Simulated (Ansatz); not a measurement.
**RhPb (P6/mmm): from the cell to its phonons**

How does RhPb (P6/mmm) vibrate, and is this structure a minimum?

Method: DFT PBEsol, scalar-relativistic, plane waves, PAW, in Ansatz 0.2.0.

### Step 1. Set-up

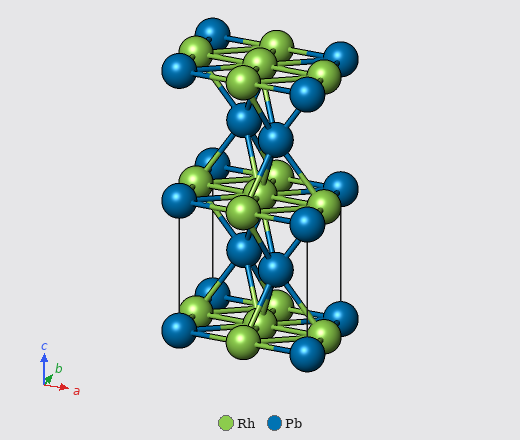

The starting structure, seen slightly off an axis (rhodium green, lead blue). 1×1×2 cells are drawn. Some periodic images of atoms are drawn too.

### Step 2. Relaxation

Harmonic phonons are second derivatives at a point where the forces vanish, and they are wanted at zero stress, so atoms and cell are relaxed first.

input.yaml reads:

```yaml
crystal:
  lattice:
    - [5.678, 0.0, 0.0]
    - [-2.839, 4.9172922427, 0.0]
    - [0.0, 0.0, 4.428]
  atoms:
    - { symbol: Rh, position: [0.5, 0.0, 0.0] }
    - { symbol: Rh, position: [0.5, 0.5, 0.0] }
    - { symbol: Rh, position: [0.0, 0.5, 0.0] }
    - { symbol: Pb, position: [0.3333333333, 0.6666666667, 0.5] }
    - { symbol: Pb, position: [0.6666666667, 0.3333333333, 0.5] }
    - { symbol: Pb, position: [0.0, 0.0, 0.0] }
kpoints:
  mp_grid: { grid: [6, 6, 8] }
hamiltonian:
  xc: pbesol
scf:
  occupations: { method: gaussian, width: 0.1 }
output:
  forces: true
  stress: true
  eigenvalues: true
relax:
  adjacent_minimum: "off"
  f_tol: 0.005
  max_steps: 80
  cell: { stress_tol: 0.05 }
```

The run is started by

```sh
ansatz run input.yaml --threads 16 --pin off --max-ram 61440MiB --backend cuda --events-out ev --progress --plain --runs-dir out
```

Numbers of over 12 decimals in the logs are rounded to 6 here.

The program printed:

```text
Engine: ansatz 0.2.0, aarch64-unknown-linux-gnu
Pseudopotentials: kind: paw
Pseudopotential: Rh, paw, valence charge 17, recommended cutoff 420 eV (normal), Rh.paw.azcp
Pseudopotential: Pb, paw, valence charge 14, recommended cutoff 420 eV (normal), Pb.paw.azcp
Functional definition: PBEsol
  exchange = pbesol_x
  correlation = pbesol_c
concurrent solve slots: 12 of 16 are kept, ahead of what memory takes: no pass of the eigensolver takes more rounds on 12
device memory: the entry about to start is reckoned to put 11.9 GiB on a device that reports 182.5 GiB free
GPU FFT provider: cuFFT
GPU libraries: cuBLAS 13.8.1, cuFFT 12.4.0, cuSOLVER 12.3.2
GPU matrix products: emulated (plane waves: as basis.precision tells), large ones in fixed point in workspaces of 1.00 GiB
Crystal: 6 atoms, lattice volume = 123.631 Å³
Basis set: ecut = 420 eV, 2391 PW (Γ), exchange–correlation on 80×80×60 points (8 copies of the dense FFT grid, shifted against one another)
Bands: 56, of which v1, the nominal top of the filled ones, is band 47 counted from 1 (46 counted from 0)
Symmetry: 24 space group operations
Space group: P6/mmm (ITA 191), of the structure as read, at distance tolerance 5.0e-5 Å
k-points: 35 of 288
Non-local potential: Rh, projectors of the file, l = 0: 3, l = 1: 2, l = 2: 2, l = 3: 1
Non-local potential: Pb, projectors of the file, l = 0: 2, l = 1: 2, l = 2: 2, l = 3: 2
PAW form: soft (Blöchl's): semilocal exchange-correlation on the pseudo side does not see the compensation charge
PAW frozen core: Rh, regenerated for the run's functional, and the local potential with it (the file was generated under x = pbe(κ = 0.804, μ = 0.219515), c = pbe(β = 0.066725))
PAW frozen core: Pb, regenerated for the run's functional, and the local potential with it (the file was generated under x = pbe(κ = 0.804, μ = 0.219515), c = pbe(β = 0.066725))
PAW one-centre angular grid: Rh, 590 points (default); XC on 64 Gauss nodes
PAW one-centre angular grid: Pb, 590 points (default); XC on 64 Gauss nodes
Initial density: superposition of atomic densities (neutral atoms: chi_scale 0, normalization atom), corrected by the library's trained network
Initial wavefunctions: pseudopotential atomic-orbital guess
GPU buffer pool allocated for 48000 grid points (all kernels)
GPU transforms: local potential and band sums: pruned to the plane-wave sphere, on 40×40×30
Functional: x = pbesol(κ = 0.804, μ = 0.123457), c = pbesol(β = 0.046)
SCF iter   1: F=—  HF=-54281.530001 eV  |F-HF|=—  |Δ(HF+E_count)|=         —  Δρ=8.21e-3  dr2=9.10e-2  ethr=1.77e-3  ⟨swp⟩=8.1  Hψ=8378  notcnv=0  defer=9
preconditioner: auto → LDOS  [metal: Δε(μ)=0.027 eV  Ē_g=12.718 eV  σ=0.100 eV  W_gap=0.15  n_scr=32 (ndim 8)  ℏωp=27.7 eV  f_vac=0.034  D(μ)=2.43/eV (n_scr^D=8)  β→1.0]
SCF iter   2: F=—  HF=-54281.531358 eV  |F-HF|=—  |Δ(HF+E_count)|=   1.36e-3  Δρ=8.06e-3  dr2=8.57e-2  ethr=9.79e-5  ⟨swp⟩=2.0  Hψ=3999  notcnv=0  defer=97
SCF iter   3: F=—  HF=-54281.514210 eV  |F-HF|=—  |Δ(HF+E_count)|=   1.71e-2  Δρ=4.39e-4  dr2=1.18e-4  ethr=9.22e-5  ⟨swp⟩=2.0  Hψ=2558  notcnv=0  defer=97
SCF iter   4: F=—  HF=-54281.514080 eV  |F-HF|=—  |Δ(HF+E_count)|=   1.30e-4  Δρ=9.95e-5  dr2=5.88e-6  ethr=1.26e-7  ⟨swp⟩=2.5  Hψ=3566  notcnv=0  defer=97
SCF iter   5: F=—  HF=-54281.514268 eV  |F-HF|=—  |Δ(HF+E_count)|=   1.88e-4  Δρ=3.15e-5  dr2=6.82e-7  ethr=6.33e-9  ⟨swp⟩=2.0  Hψ=3071  notcnv=0  defer=97
SCF iter   6: F=-54281.514268 eV  HF=-54281.514268 eV  |F-HF|=1.78e-9  |Δ(HF+E_count)|=   6.67e-7  Δρ=7.11e-6  dr2=4.47e-8  ethr=1.08e-10  ⟨swp⟩=11.3  Hψ=10113  notcnv=0
SCF 1 converged in 6 iterations: F = -54281.514268 eV  dr2 = 4.47e-8
  greatest PAW one-centre occupation: 1.000 electrons in one spin orbital (limit 2), on the Rh atom at site 2 (counted from 0), in its partial waves of l = 0
relax step   1: F+E_penalty+E_count = -54281.51426827 eV  Δ(F+E_penalty+E_count) = +0.000e0 eV  max|allowed force component| = 2.621e-17 eV/Å  Δτ_max = 0.0000 Å  P = -0.269 GPa  Ω = 123.631 Å³  (6 SCF iters, dr2 threshold 1.00e-7 eV, accepted)
concurrent solve slots: 12 of 16 are kept, ahead of what memory takes: no pass of the eigensolver takes more rounds on 12
device memory: the entry about to start is reckoned to put 11.7 GiB (of the 11.9 GiB reckoned in all, the device holds 0.1 GiB already) on a device that reports 182.4 GiB free
GPU FFT provider: cuFFT
GPU libraries: cuBLAS 13.8.1, cuFFT 12.4.0, cuSOLVER 12.3.2
GPU matrix products: emulated (plane waves: as basis.precision tells), large ones in fixed point in workspaces of 1.00 GiB
Crystal: 6 atoms, lattice volume = 122.817 Å³
Basis set: ecut = 420 eV, 2379 PW (Γ), exchange–correlation on 80×80×60 points (8 copies of the dense FFT grid, shifted against one another)
Initial density: handed on by an earlier stage of this run
Initial wavefunctions: those handed on with the density
GPU buffer pool allocated for 48000 grid points (all kernels)
GPU transforms: local potential and band sums: pruned to the plane-wave sphere, on 40×40×30
iter 1 solved again at ethr=1.39e-6 eV; its pass at ethr=3.10e-3 eV (dr2=1.30e-3 eV) is discarded
SCF iter   1: F=—  HF=-54281.514358 eV  |F-HF|=—  |Δ(HF+E_count)|=         —  Δρ=1.04e-3  dr2=1.45e-3  ethr=1.39e-6  ⟨swp⟩=2.2  Hψ=10326  notcnv=0
preconditioner: auto → LDOS  [metal: Δε(μ)=0.004 eV  Ē_g=12.768 eV  σ=0.100 eV  W_gap=0.02  n_scr=32 (ndim 8)  ℏωp=27.8 eV  f_vac=0.036  D(μ)=2.17/eV (n_scr^D=8)  β→1.0]
SCF iter   2: F=—  HF=-54281.514277 eV  |F-HF|=—  |Δ(HF+E_count)|=   8.16e-5  Δρ=4.87e-4  dr2=3.66e-4  ethr=1.39e-6  ⟨swp⟩=2.1  Hψ=3452  notcnv=0
SCF iter   3: F=—  HF=-54281.514120 eV  |F-HF|=—  |Δ(HF+E_count)|=   1.57e-4  Δρ=9.59e-5  dr2=1.92e-5  ethr=3.93e-7  ⟨swp⟩=2.0  Hψ=3130  notcnv=0
SCF iter   4: F=—  HF=-54281.514117 eV  |F-HF|=—  |Δ(HF+E_count)|=   2.79e-6  Δρ=3.10e-5  dr2=1.35e-6  ethr=2.06e-8  ⟨swp⟩=2.0  Hψ=3108  notcnv=0
SCF iter   5: F=-54281.514117 eV  HF=-54281.514117 eV  |F-HF|=8.81e-8  |Δ(HF+E_count)|=   2.44e-7  Δρ=1.11e-5  dr2=2.26e-7  ethr=6.45e-10  ⟨swp⟩=7.7  Hψ=8792  notcnv=0
SCF 2 converged in 5 iterations: F = -54281.514117 eV  dr2 = 2.26e-7
  greatest PAW one-centre occupation: 1.000 electrons in one spin orbital (limit 2), on the Rh atom at site 0 (counted from 0), in its partial waves of l = 0
relax step   2: F+E_penalty+E_count = -54281.51411682 eV  Δ(F+E_penalty+E_count) = +1.514e-4 eV  max|allowed force component| = 1.449e-16 eV/Å  Δτ_max = 0.0000 Å  P = +0.604 GPa  Ω = 122.817 Å³  energy of the carried Pulay correction = +2.237e-4 eV  (5 SCF iters, dr2 threshold 6.00e-7 eV, rejected (line search))
concurrent solve slots: 12 of 16 are kept, ahead of what memory takes: no pass of the eigensolver takes more rounds on 12
device memory: the entry about to start is reckoned to put 11.7 GiB (of the 11.9 GiB reckoned in all, the device holds 0.1 GiB already) on a device that reports 182.4 GiB free
GPU FFT provider: cuFFT
GPU libraries: cuBLAS 13.8.1, cuFFT 12.4.0, cuSOLVER 12.3.2
GPU matrix products: emulated (plane waves: as basis.precision tells), large ones in fixed point in workspaces of 1.00 GiB
Crystal: 6 atoms, lattice volume = 123.396 Å³
GPU buffer pool allocated for 48000 grid points (all kernels)
GPU transforms: local potential and band sums: pruned to the plane-wave sphere, on 40×40×30
iter 1 solved again at ethr=4.46e-7 eV; its pass at ethr=3.10e-3 eV (dr2=4.14e-4 eV) is discarded
SCF iter   1: F=—  HF=-54281.515931 eV  |F-HF|=—  |Δ(HF+E_count)|=         —  Δρ=5.76e-4  dr2=4.68e-4  ethr=4.46e-7  ⟨swp⟩=2.9  Hψ=10013  notcnv=0
preconditioner: auto → LDOS  [metal: Δε(μ)=0.007 eV  Ē_g=12.741 eV  σ=0.100 eV  W_gap=0.04  n_scr=32 (ndim 8)  ℏωp=27.8 eV  f_vac=0.036  D(μ)=2.29/eV (n_scr^D=8)  β→1.0]
SCF iter   2: F=—  HF=-54281.516040 eV  |F-HF|=—  |Δ(HF+E_count)|=   1.10e-4  Δρ=2.77e-4  dr2=9.84e-5  ethr=4.46e-7  ⟨swp⟩=2.1  Hψ=3490  notcnv=0
SCF iter   3: F=—  HF=-54281.515774 eV  |F-HF|=—  |Δ(HF+E_count)|=   2.67e-4  Δρ=5.15e-5  dr2=4.28e-6  ethr=1.06e-7  ⟨swp⟩=2.0  Hψ=3489  notcnv=0
SCF iter   4: F=—  HF=-54281.515979 eV  |F-HF|=—  |Δ(HF+E_count)|=   2.06e-4  Δρ=1.27e-5  dr2=3.15e-7  ethr=4.61e-9  ⟨swp⟩=2.0  Hψ=3141  notcnv=0
SCF iter   5: F=—  HF=-54281.515979 eV  |F-HF|=—  |Δ(HF+E_count)|=   3.28e-8  Δρ=4.05e-6  dr2=2.57e-8  ethr=3.38e-10  ⟨swp⟩=2.0  Hψ=3132  notcnv=0
SCF iter   6: F=—  HF=-54281.515979 eV  |F-HF|=—  |Δ(HF+E_count)|=   9.13e-9  Δρ=2.95e-6  dr2=1.49e-8  ethr=2.76e-11  ⟨swp⟩=2.4  Hψ=3178  notcnv=0
SCF iter   7: F=—  HF=-54281.515979 eV  |F-HF|=—  |Δ(HF+E_count)|=   1.55e-9  Δρ=3.56e-7  dr2=1.01e-10  ethr=1.60e-11  ⟨swp⟩=2.0  Hψ=2505  notcnv=0
SCF iter   8: F=-54281.515979 eV  HF=-54281.515979 eV  |F-HF|=0.00e0  |Δ(HF+E_count)|=  9.46e-11  Δρ=1.17e-7  dr2=1.38e-11  ethr=1.00e-12  ⟨swp⟩=6.4  Hψ=8255  notcnv=0
SCF 3 converged in 8 iterations: F = -54281.515979 eV  dr2 = 1.38e-11
relax step   3: F+E_penalty+E_count = -54281.51597931 eV  Δ(F+E_penalty+E_count) = -1.711e-3 eV  max|allowed force component| = 7.401e-17 eV/Å  Δτ_max = 0.0000 Å  P = -0.023 GPa  Ω = 123.396 Å³  energy of the carried Pulay correction = +6.743e-5 eV  (8 SCF iters, accepted)
[...]
relax step   4: F+E_penalty+E_count = -54281.51601876 eV  Δ(F+E_penalty+E_count) = -3.945e-5 eV  max|allowed force component| = 1.480e-16 eV/Å  Δτ_max = 0.0000 Å  P = -0.001 GPa  Ω = 123.377 Å³  energy of the carried Pulay correction = +7.368e-5 eV  (4 SCF iters, dr2 threshold 1.26e-8 eV, accepted)
concurrent solve slots: 12 of 16 are kept, ahead of what memory takes: no pass of the eigensolver takes more rounds on 12
device memory: the entry about to start is reckoned to put 11.9 GiB on a device that reports 182.5 GiB free
GPU FFT provider: cuFFT
GPU libraries: cuBLAS 13.8.1, cuFFT 12.4.0, cuSOLVER 12.3.2
GPU matrix products: emulated (plane waves: as basis.precision tells), large ones in fixed point in workspaces of 1.00 GiB
Initial wavefunctions: pseudopotential atomic-orbital guess (no wavefunctions were taken with the density)
GPU buffer pool allocated for 48000 grid points (all kernels)
GPU transforms: local potential and band sums: pruned to the plane-wave sphere, on 40×40×30
iter 1 solved again at ethr=4.00e-8 eV; its pass at ethr=3.10e-3 eV (dr2=3.72e-5 eV) is discarded
SCF iter   1: F=—  HF=-54281.515770 eV  |F-HF|=—  |Δ(HF+E_count)|=         —  Δρ=4.72e-5  dr2=7.09e-8  ethr=4.00e-8  ⟨swp⟩=4.2  Hψ=14549  notcnv=0
preconditioner: auto → LDOS  [metal: Δε(μ)=0.015 eV  Ē_g=12.741 eV  σ=0.100 eV  W_gap=0.08  n_scr=32 (ndim 8)  ℏωp=27.8 eV  f_vac=0.036  D(μ)=2.26/eV (n_scr^D=8)  β→1.0]
SCF iter   2: F=—  HF=-54281.515961 eV  |F-HF|=—  |Δ(HF+E_count)|=   1.91e-4  Δρ=3.57e-6  dr2=1.63e-8  ethr=7.63e-11  ⟨swp⟩=2.9  Hψ=3840  notcnv=0
SCF iter   3: F=—  HF=-54281.515961 eV  |F-HF|=—  |Δ(HF+E_count)|=   1.80e-9  Δρ=2.49e-6  dr2=7.89e-9  ethr=1.76e-11  ⟨swp⟩=2.0  Hψ=3492  notcnv=0
SCF iter   4: F=—  HF=-54281.515961 eV  |F-HF|=—  |Δ(HF+E_count)|=  9.17e-10  Δρ=8.26e-7  dr2=8.03e-10  ethr=8.48e-12  ⟨swp⟩=2.1  Hψ=2471  notcnv=0
SCF iter   5: F=-54281.515961 eV  HF=-54281.515961 eV  |F-HF|=0.00e0  |Δ(HF+E_count)|=  5.09e-11  Δρ=1.64e-7  dr2=2.74e-11  ethr=1.00e-12  ⟨swp⟩=6.5  Hψ=9769  notcnv=0
SCF 5 converged in 5 iterations: F = -54281.515961 eV  dr2 = 2.74e-11
relax step   5: F+E_penalty+E_count = -54281.51596103 eV  Δ(F+E_penalty+E_count) = +5.773e-5 eV  max|allowed force component| = 1.449e-16 eV/Å  Δτ_max = 0.0000 Å  P = -0.002 GPa  Ω = 123.377 Å³  stress off target by 3.45e-3 GPa  SCF on the basis re-selected at this cell (its energy is not comparable with the rows above)  (5 SCF iters)
basis re-selected at this cell: Δ(F+E_penalty+E_count) = +5.773e-5 eV, ΔP = -0.000 GPa vs the last step (what re-selecting the basis moved, of the pressure what is left beyond the Pulay correction that the steps carried, after the strain that the cell walked since its last selection, with what the two solves' SCF thresholds leave and, on support functions, any second-order correction that the steps lacked; it is no m [...]
SCF converged after 5 iterations
Free energy (F): -54281.515961 eV
Harris-Foulkes:  -54281.515961 eV  (|F-HF|=0.00e0)
Internal energy: -54281.504655 eV  (E = F + TS)
E sigma→0 (E₀):  -54281.510308 eV
Entropy (-TS):   -0.011306 eV (-1.884 meV/atom)
Fermi energy:    15.360343 eV
--- Per-component energies (eV) ---
  E_band       = -506.138151
  E_kinetic    = 2607.765118
  E_local      = -9869.638049  (includes V_loc(G=0)·N_el)
  E_nonlocal   = 2137.212041
  E_hartree    = 3851.871804
  E_xc         = -1317.360344
  E_vxc        = -1231.307365  (∫ρ·V_xc dr)
  E_paw        = -41358.911808  (= ΣΔE_a)
  E_vpaw       = -1853.916467  (= ΣTr[D̂ρ^β])
  E_aug_tail   = 0.002578  (compensation charges beyond the density's cutoff)
  E_ewald      = -10333.460943
  E_core_change = 1.014949  (= ΣΔE_core)
  E_smearing   = -0.011306  (= −TS)
  E_closure    = -0.000000  (closes the sum)
  Σ components = -54281.515961   (vs F -54281.515961, Δ=0.00e0)
--- Forces (eV/Å), atoms counted from 1 ---
  atom   1  Rh     0.00000000    -0.00000000     0.00000000
  atom   2  Rh    -0.00000000     0.00000000     0.00000000
  atom   3  Rh     0.00000000     0.00000000     0.00000000
  atom   4  Pb    -0.00000000     0.00000000     0.00000000
  atom   5  Pb     0.00000000    -0.00000000    -0.00000000
  atom   6  Pb    -0.00000000     0.00000000     0.00000000
  max |Σ_I F_I| component: 1.85e-17 eV/Å
--- Stress (GPa, compression-positive) ---
       -0.000695      -0.000000      -0.000000
       -0.000000      -0.000695       0.000000
       -0.000000       0.000000      -0.003453
  P = ⅓ Tr σ = -0.0016 GPa (-0.016 kbar)
--- Band table (eV; the first three rows and the last of 35) ---
  k-point 0: bands = [... 43 lower, 14.4823, 14.5187, 14.5187, 15.3487, 16.0364, 17.4374, 17.4374, 18.4107, ... 5 higher]
  k-point 1: bands = [... 43 lower, 14.4860, 14.4963, 14.4963, 15.4305, 16.0366, 17.1275, 17.1275, 17.7404, ... 5 higher]
  k-point 2: bands = [... 43 lower, 14.4521, 14.4937, 14.4937, 15.3637, 16.0372, 16.2693, 16.2693, 16.7900, ... 5 higher]
  k-point 34: bands = [... 43 lower, 14.1045, 14.2365, 14.2365, 14.7330, 14.8458, 16.6598, 18.3959, 18.3959, ... 5 higher]
--- Relaxed structure (4 steps of the walk, 3 accepted, 1 SCFs on fresh bases) ---
  F+E_penalty+E_count = -54281.51596103 eV   max|allowed force component| = 1.449e-16 eV/Å   (the final SCF, on the basis selected at the relaxed cell)
  cell:  # Å, volume = 123.3769 Å³
    - [5.662760, 0.0, 0.0]
    - [-2.831380, 4.904094, 0.0]
    - [0.0, 0.0, 4.442700]
  atoms:
    - { symbol: Rh, position: [0.500000, 0, 0.0] }
    - { symbol: Rh, position: [0.5, 0.5, 0.0] }
    - { symbol: Rh, position: [2.7755575615628914e-17, 0.5, 0.0] }
    - { symbol: Pb, position: [0.333333, 0.666667, 0.5] }
    - { symbol: Pb, position: [0.666667, 0.333333, 0.5] }
    - { symbol: Pb, position: [0, 0, 0.0] }
```

The job ended after 3.2 s (1 × NVIDIA GB200 with 16 threads of Arm Neoverse V2, shared host; peak memory 1.1 GiB; 14 s of CPU time).

Step by step:

| step | energy less that of the first step (eV) | largest force component (eV/Å) | pressure (GPa) | volume (Å³) |
| --- | --- | --- | --- | --- |
| 1 | 0.0000 | 0.0000 | -0.27 | 123.63 |
| 2 | 0.0002 | 0.0000 | 0.60 | 122.82 |
| 3 | -0.0017 | 0.0000 | -0.02 | 123.40 |
| 4 | -0.0018 | 0.0000 | 0.00 | 123.38 |
| 5* | -0.0017 | 0.0000 | 0.00 | 123.38 |

Relaxation steps marked * repeat the geometry before them on a plane-wave basis chosen anew for their cell, so energy and pressure can jump there. Relaxation step 2 was tried and not accepted.

Forces are held to the 24 operations that the run works with; a distortion that breaks them can't arise in this run.

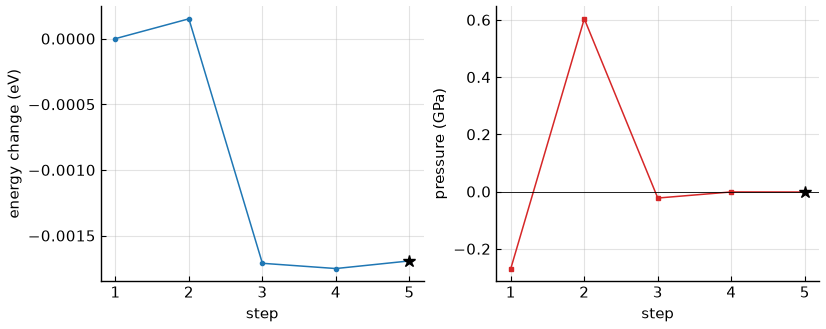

Energy and pressure along the relaxation. Stars mark steps on a basis chosen anew.

| conventional cell, symmetrised | before | after | change |
| --- | --- | --- | --- |
| a (Å) | 5.678 | 5.663 | -0.3 % |
| b (Å) | 5.678 | 5.663 | -0.3 % |
| c (Å) | 4.428 | 4.443 | +0.3 % |
| volume (Å³/atom) | 20.61 | 20.56 | -0.2 % |

The relaxed structure:

```xyz
6
Lattice="5.6628 0.0000 0.0000 -2.8314 4.9041 0.0000 0.0000 0.0000 4.4427" Properties=species:S:1:pos:R:3 pbc="T T T"
Rh    2.8314    0.0000    0.0000
Rh    1.4157    2.4520    0.0000
Rh   -1.4157    2.4520    0.0000
Pb    0.0000    3.2694    2.2214
Pb    2.8314    1.6347    2.2214
Pb    0.0000    0.0000    0.0000
```

This step gave:

* pressure: -0.001614 GPa
* volume per atom: 20.56 Å³
* gap on the k-mesh: 0 eV

In this step the volume went from 20.61 to 20.56 Å³/atom.

### Step 3. Relaxing to small forces for the phonons

Phonons need a cell at rest on their own settings, so the relaxation is repeated with tight tolerances on forces and stress on the k mesh and occupations of the first response run.

Changes to input.yaml since step 2:

```diff
@@ -2,5 +2,5 @@
   lattice:
-    - [5.678, 0.0, 0.0]
-    - [-2.839, 4.9172922427, 0.0]
-    - [0.0, 0.0, 4.428]
+    - [5.6627599066, 0.0, 0.0]
+    - [-2.8313799533, 4.9040939347, 0.0]
+    - [0.0, 0.0, 4.4427000741]
   atoms:
@@ -17,3 +17,3 @@
 scf:
-  occupations: { method: gaussian, width: 0.1 }
+  occupations: { method: methfessel_paxton, width: 0.15 }
 output:
@@ -24,4 +24,4 @@
   adjacent_minimum: "off"
-  f_tol: 0.005
-  max_steps: 80
-  cell: { stress_tol: 0.05 }
+  f_tol: 0.001
+  max_steps: 60
+  cell: { stress_tol: 0.01 }
```

The program printed:

```text
[...]
GPU FFT provider: cuFFT
GPU libraries: cuBLAS 13.8.1, cuFFT 12.4.0, cuSOLVER 12.3.2
[...]
Crystal: 6 atoms, lattice volume = 123.377 Å³
Basis set: ecut = 420 eV, 2391 PW (Γ), exchange–correlation on 80×80×60 points (8 copies of the dense FFT grid, shifted against one another)
[...]
cell:  # Å, volume = 123.3666 Å³
    - [5.662562, 0, 0.0]
    - [-2.831281, 4.903922, 0]
    - [0.0, 0, 4.442637]
  atoms:
    - { symbol: Rh, position: [0.500000, 0, 0] }
    - { symbol: Rh, position: [0.500000, 0.500000, 0.0] }
    - { symbol: Rh, position: [-2.7755575615628914e-17, 0.500000, 0.0] }
    - { symbol: Pb, position: [0.333333, 0.666667, 0.5] }
    - { symbol: Pb, position: [0.666667, 0.333333, 0.5] }
    - { symbol: Pb, position: [0, 0, 0.0] }
[key lines of the parts left out:]
SCF converged after 9 iterations
Free energy (F): -54281.510524 eV
Fermi energy:    15.360133 eV
P = ⅓ Tr σ = -0.0000 GPa (-0.000 kbar)
```

Elapsed: 3 s, on 1 × NVIDIA GB200 with 16 threads; peak memory 1.1 GiB; 12 s of CPU time.

Little changed from the start: no atom moved by 0.005 Å and no cell edge by 0.1 %.

This step gave:

* pressure: -3.00e-5 GPa

The forces vanish by symmetry and the pressure is 0.000 GPa, within the tolerances set. The cell now holds 20.56 Å³/atom.

(Continued in part 2 of 2.)

[Logs are printed without paths, hosts, clocks, repeated set-up lines and the standing remarks that a program may print on its own settings, such as how far it seeks lower states.]

[Hosts, paths, dates, database ids (printed as entryN), source tags and the programs' standing remarks are cut or masked in the printed files.]
